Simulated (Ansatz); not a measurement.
# One shape, several levels: quartet AlHSCl

Wanted: a comparison of 6 runs (UHF/STO-3G, U-revPBE/STO-3G, U-wB97M-V/STO-3G, UBHLYP/STO-3G, USVWN5/STO-3G, UCCSDTQ/STO-3G) of quartet AlHSCl. 

Program for the calculation: Ansatz 0.2.0.

73 further runs of the same task are left out: 8 that didn't finish, 65 set aside as unsound or not needed.

### 1 The system as given

The species is AlHSCl (4 atoms), meant as a quartet with charge 0. As SMILES of the parent species, `[SH][Al][Cl]`. The coordinates come from a PBE0-D4/def2-TZVP relaxation. That shape belongs to the parent species and isn't relaxed for this state.

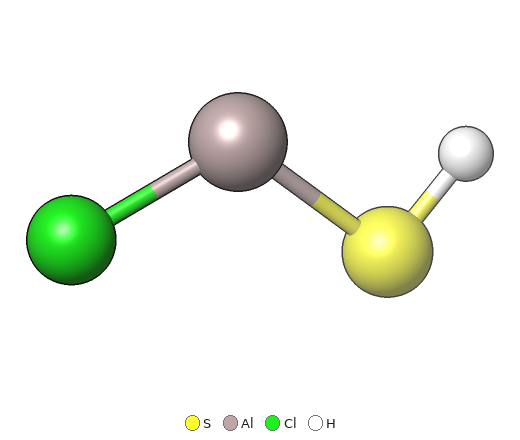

Viewed from a chosen angle; sulfur yellow, aluminium light grey, chlorine green, hydrogen white.

### 2 The energy at UHF/STO-3G (run 1)

Input file molecule.yaml:

```yaml
crystal:
  periodic: [false, false, false]
  atoms:
    - {symbol: S, position_ang: [0.439800, 0.984900, -0.744700]}
    - {symbol: Al, position_ang: [-0.394100, -0.525900, 0.609100]}
    - {symbol: Cl, position_ang: [0.226200, -2.507400, 0.251000]}
    - {symbol: H, position_ang: [-0.216400, 1.988100, -0.135600]}
basis:
  gaussian:
    orbitals: STO-3G
accuracy: high
hamiltonian:
  xc: hf
magnetization:
  spin_polarized: true
  initial_magnetization: 3
total_charge: 0
```

Command:

```sh
$ ansatz run molecule.yaml --threads 1 --pin off --max-ram 2610MiB --events-out events.jsonl --progress --plain --runs-dir runs
```

What it wrote:

```text
Warning: RAYON_NUM_THREADS=1 ignored (pool sized by the plan → 1); use --threads N
Functional definition: HF
  name "HF"
  exchange = exact_x
  correlation = 0
501 factors; integrals over basis functions are off by at most 4.8e-9 eV
mean field evaluation 1: about -29582.8508 eV, gradient 1.1e1 eV
mean field evaluation 2: about -29582.9024 eV, gradient 1.1e1 eV
mean field evaluation 4: about -29585.0409 eV, gradient 1.1e0 eV
mean field evaluation 8: about -29585.0683 eV, gradient 1.9e-2 eV
mean field evaluation 16: about -29583.3963 eV, gradient 3.4e0 eV
mean field evaluation 32: about -29585.0466 eV, gradient 5.5e-1 eV
mean field -29585.06833468 eV, -1087.2312078201 hartree, gradient 1.6e-8 eV, S^2 3.754773; 0 other end points of the search recorded, 0 dependent functions left out
reference -29585.06833468 eV, -1087.2312078201 hartree; 25, 22 occupied and 3, 6 virtual orbitals, 501 factors
Total energy: -29585.06833468 eV, -1087.2312078201 hartree
```

Run time: 0.34 s. Hardware: 1 thread of Arm Neoverse V1, shared host.

### 3 A single-point energy at U-revPBE/STO-3G (run 2)

Input file in.yaml:

```yaml
crystal:
  periodic: [false, false, false]
  atoms:
    - {symbol: S, position_ang: [0.439800, 0.984900, -0.744700]}
    - {symbol: Al, position_ang: [-0.394100, -0.525900, 0.609100]}
    - {symbol: Cl, position_ang: [0.226200, -2.507400, 0.251000]}
    - {symbol: H, position_ang: [-0.216400, 1.988100, -0.135600]}
basis:
  gaussian:
    orbitals: STO-3G
magnetization:
  spin_polarized: true
  initial_magnetization: 3
hamiltonian:
  xc: {name: revPBE}
accuracy: high
```

Command:

```sh
$ ansatz run in.yaml --threads 1 --pin off --max-ram 2610MiB --events-out events.jsonl --progress --plain --runs-dir runs
```

What it wrote:

```text
Warning: RAYON_NUM_THREADS=1 ignored (pool sized by the plan → 1); use --threads N
Functional definition: revPBE
  name "revPBE"
  parameter kappa = 1.245
  parameter beta = 0.06672455060314922
  exchange = pbe_x(kappa = kappa, mu = beta*pi^2/3)
  correlation = pbe_c(beta = beta)
501 factors; integrals over basis functions are off by at most 4.8e-9 eV
mean field evaluation 1: about -29622.7001 eV, gradient 1.0e1 eV
mean field evaluation 2: about -29600.4566 eV, gradient 2.9e1 eV
mean field evaluation 4: about -29624.4230 eV, gradient 1.8e0 eV
mean field evaluation 8: about -29624.4845 eV, gradient 1.2e-1 eV
mean field evaluation 16: about -29624.4847 eV, gradient 1.6e-5 eV
mean field evaluation 32: about -29624.4428 eV, gradient 4.7e-1 eV
mean field evaluation 64: about -29623.1113 eV, gradient 2.8e0 eV
mean field -29624.48465437 eV, -1088.6797308510 hartree, gradient 4.1e-9 eV, S^2 3.751216; 7 other end points of the search recorded, 0 dependent functions left out
reference -29624.48465684 eV, -1088.6797309419 hartree; 25, 22 occupied and 3, 6 virtual orbitals, 501 factors
Total energy: -29624.48465684 eV, -1088.6797309419 hartree
```

It took 4.8 s on 1 thread of Arm Neoverse V1, shared host; peak memory 0.15 GiB.

Run 3 isn't shown in full; the table further down has it.

### 4 The energy at UBHLYP/STO-3G (run 4)

Input file in.yaml:

```yaml
crystal:
  periodic: [false, false, false]
  atoms:
    - symbol: S
      position_ang: [0.439800, 0.984900, -0.744700]
    - symbol: Al
      position_ang: [-0.394100, -0.525900, 0.609100]
    - symbol: Cl
      position_ang: [0.226200, -2.507400, 0.251000]
    - symbol: H
      position_ang: [-0.216400, 1.988100, -0.135600]
basis:
  gaussian: {orbitals: STO-3G}
magnetization: {spin_polarized: true, initial_magnetization: 3}
hamiltonian: {xc: {name: BHLYP}}
accuracy: high
```

Command:

```sh
$ ansatz run in.yaml --threads 1 --pin off --max-ram 2610MiB --events-out events.jsonl --progress --plain --runs-dir runs
```

What it wrote:

```text
Warning: RAYON_NUM_THREADS=1 ignored (pool sized by the plan → 1); use --threads N
Functional definition: BHLYP
  name "BHLYP"
  parameter a = 0.5
  exchange = (1 - a)*b88_x + a*exact_x
  correlation = lyp_c
501 factors; integrals over basis functions are off by at most 4.8e-9 eV
mean field evaluation 1: about -29629.6870 eV, gradient 9.8e0 eV
mean field evaluation 2: about -29627.2471 eV, gradient 1.5e1 eV
mean field evaluation 4: about -29631.2153 eV, gradient 1.8e0 eV
mean field evaluation 8: about -29631.2927 eV, gradient 3.4e-2 eV
mean field evaluation 16: about -29631.2928 eV, gradient 1.8e-5 eV
mean field -29631.29284566 eV, -1088.9299272663 hartree, gradient 7.5e-8 eV, S^2 3.751898; 2 other end points of the search recorded, 0 dependent functions left out
reference -29631.29286571 eV, -1088.9299280031 hartree; 25, 22 occupied and 3, 6 virtual orbitals, 501 factors
Total energy: -29631.29286571 eV, -1088.9299280031 hartree
```

Run time: 3.3 s. Hardware: 1 thread of Arm Neoverse V1, shared host; peak memory 0.15 GiB.

Run 5 isn't shown in full; the table further down has it.

### 5 A single-point energy at UCCSDTQ/STO-3G (run 6)

Input file in.yaml:

```yaml
crystal:
  periodic: [false, false, false]
  atoms:
    - {symbol: S, position_ang: [0.439800, 0.984900, -0.744700]}
    - {symbol: Al, position_ang: [-0.394100, -0.525900, 0.609100]}
    - {symbol: Cl, position_ang: [0.226200, -2.507400, 0.251000]}
    - {symbol: H, position_ang: [-0.216400, 1.988100, -0.135600]}
basis:
  gaussian: {orbitals: STO-3G}
magnetization: {spin_polarized: true, initial_magnetization: 3}
correlation: {method: ccsdtq, frozen_orbitals: {Al: 5, Cl: 5, H: 0, S: 5}}
accuracy: high
scf: {omitted_lower_state_checks: [cluster_reference, increment]}
```

Command:

```sh
$ ansatz run in.yaml --threads 1 --pin off --max-ram 2610MiB --events-out events.jsonl --progress --plain --runs-dir runs
```

What it wrote (excerpt; [...] marks lines left out):

```text
Warning: RAYON_NUM_THREADS=1 ignored (pool sized by the plan → 1); use --threads N
[... 2 set-up lines as earlier in the session ...]
[...]
501 factors; integrals over basis functions are off by at most 4.8e-9 eV
[...]
mean field -29585.06833468 eV, -1087.2312078201 hartree, gradient 1.6e-8 eV, S^2 3.754773; 3 other end points of the search recorded, 0 dependent functions left out
15 core orbitals not correlated: weight in the atoms' cores, before any rotation towards them, 0.999 or more for the frozen orbitals, at most 0.000 for the correlated occupied ones
reference -29585.06833468 eV, -1087.2312078201 hartree; 10, 7 occupied and 3, 6 virtual orbitals, 501 factors
second order -0.69846013 eV of doubles, -0.00000000 eV of singles
cycle   1  -0.88959917 eV  change   -1.9e-1 eV  update   4.3e-2
[...]
cycle  40  -1.03076743 eV  change   3.4e-11 eV  update   1.9e-9
Total energy: -29586.09910211 eV, -1087.2690878243 hartree
Checks for a lower state left out: cluster_reference, increment
```

Run time: 79 s. Hardware: 1 thread of Arm Neoverse V1, shared host; peak memory 0.51 GiB.

### 6 All runs side by side

```csv
run,level,frozen core orbitals,energy (Eh),⟨S²⟩,wall time
1,UHF/STO-3G,–,-1087.231208,3.755,0.34 s
2,U-revPBE/STO-3G,–,-1088.679731,3.751,4.8 s
3,U-wB97M-V/STO-3G,–,-1088.989469,3.751,50 s
4,UBHLYP/STO-3G,–,-1088.929928,3.752,3.3 s
5,USVWN5/STO-3G,–,-1084.877864,3.751,3.3 s
6,UCCSDTQ/STO-3G,15,-1087.269088,3.755,79 s
```

### 7 Summary of results

| quantity | value |
| --- | --- |
| run 6: total energy | -1087.26909 Eh |
| run 6: correlation energy (15 core orbitals frozen) | -37.9 mEh |
| run 6: ⟨S²⟩ of the reference determinant | 3.755 |
| run 6: T1 diagnostic | 0.007 |

**Reading.** Totals of different functionals can't be ranked against each other. In runs 1, 2, 3, 4, 5, 6 the basis is minimal, so the values are rough. All runs together took 2.3 min, the longest 79 s.
